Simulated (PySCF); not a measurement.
C6H14OSi2

Input

```
{"job": {"kind": "nmr", "xc": "PBE0", "basis": "pcSseg-1"}, "charge": 0, "multiplicity": 1}
C     -3.159782    -0.640877    -0.877268
C     -1.820018    -0.293769    -0.312831
C     -0.766760     0.106825    -1.022909
Si     0.713301     0.438977     0.076453
C      1.295441     2.243531     0.207119
O      2.007744    -0.476370    -0.305091
Si     3.444937    -1.065997    -0.744915
C     -0.194620    -0.272348     1.595006
C     -1.669435    -0.379441     1.183124
H     -3.179970    -0.494416    -1.954135
H     -3.933210    -0.021717    -0.422455
H     -3.400358    -1.681545    -0.659192
H     -0.825593     0.209230    -2.094804
H      0.489461     2.909628     0.495911
H      2.091432     2.340362     0.939082
H      1.687054     2.586872    -0.745367
H      4.391680    -0.753894     0.326212
H      3.251067    -2.505495    -0.904083
H      3.831843    -0.419146    -1.998818
H      0.194935    -1.262630     1.826254
H     -0.095541     0.322630     2.499797
H     -2.239891     0.442902     1.625913
H     -2.118468    -1.306327     1.550015
```

Command:

```sh
OMP_NUM_THREADS=1 python probes_run.py task.json out
```

Geometry: GFN2-xTB.

Method: PySCF, PBE0/pcSseg-1, SCF density, gas phase, non-relativistic.

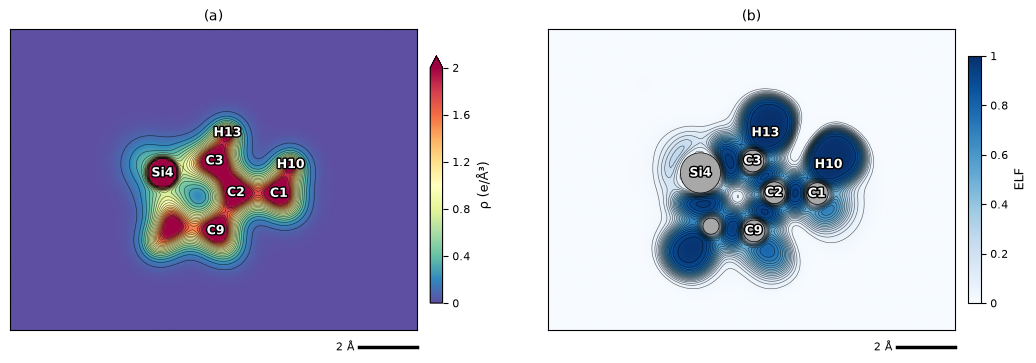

Figure 1. (a) electron density; (b) ELF on the plane of atoms C2, C3 and H13. Grey discs cover the atomic cores in the ELF map.

### Read the bonding off the picture.

The section cuts through C, Si and H sites.
C–C (1.33 Å): ρ is about 2.3 e/Å³ halfway; the ELF peaks at about 0.90 between the atoms (a short, multiple covalent bond).
C–Si (1.87 Å): ρ at the midpoint is about 0.96 e/Å³; the ELF peaks at about 0.95 between the atoms: localised, covalent bonding.
C–H (1.08 Å): the density is about 2 e/Å³ at the midpoint; the ELF climbs to about 1 towards the hydrogen, as it does in any bond to H; an ordinary covalent bond to hydrogen.
C–C (1.49 Å): ρ is about 1.7 e/Å³ halfway; the ELF peaks at about 0.95 between the atoms, as expected for localised, covalent bonding.
C–C (1.51 Å): ρ at the midpoint is about 1.7 e/Å³; the ELF peaks at about 0.95 between the atoms; a shared electron pair.

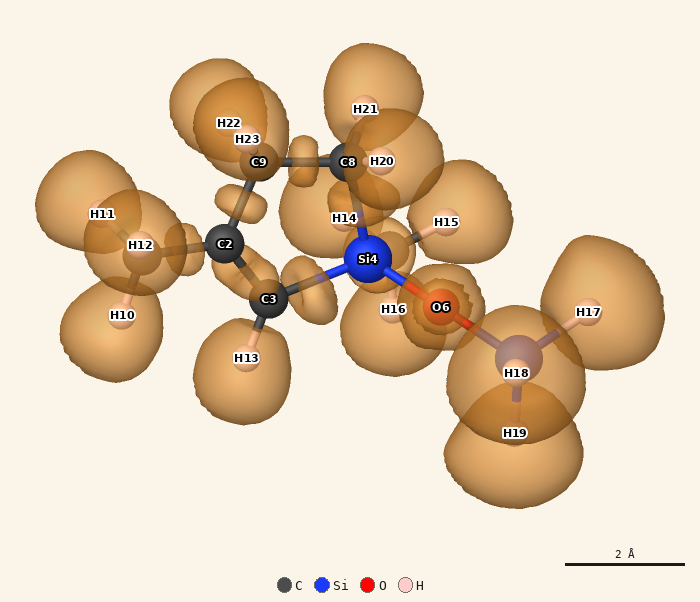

Figure 2. Isosurface of the ELF at 0.8 (orange), seen at an oblique angle. Only the valence region is drawn (cores and ρ < 0.01 e/Å³ removed).

### What do the ELF domains correspond to?

At this value the surface marks out four regions between bonded C–C atoms (shared pairs), three regions between bonded C–Si atoms (shared pairs), 14 regions around hydrogen nuclei and one region wrapped around O (its lone pairs, merged into a ring or cap).


 Si–O (1.61 Å): the ELF peaks at about 0.85 between the atoms; a short, strongly polar bond.

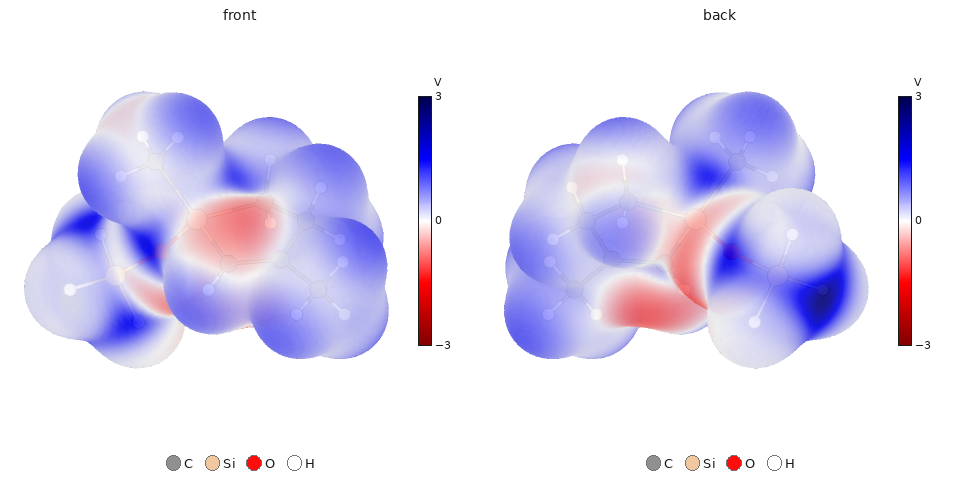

Figure 3. The electrostatic potential painted on the density surface at 0.004 e/bohr³, seen from the front and from behind; the colour scale runs from red (negative) to blue (positive).

### Where is the surface potential most negative and most positive?

The most negative region (about −0.9 V) lies over C3 and O6, the most positive (about +2.1 V) over Si7.

### What dipole moment does the calculation give?

Its dipole moment is 0.67 D.
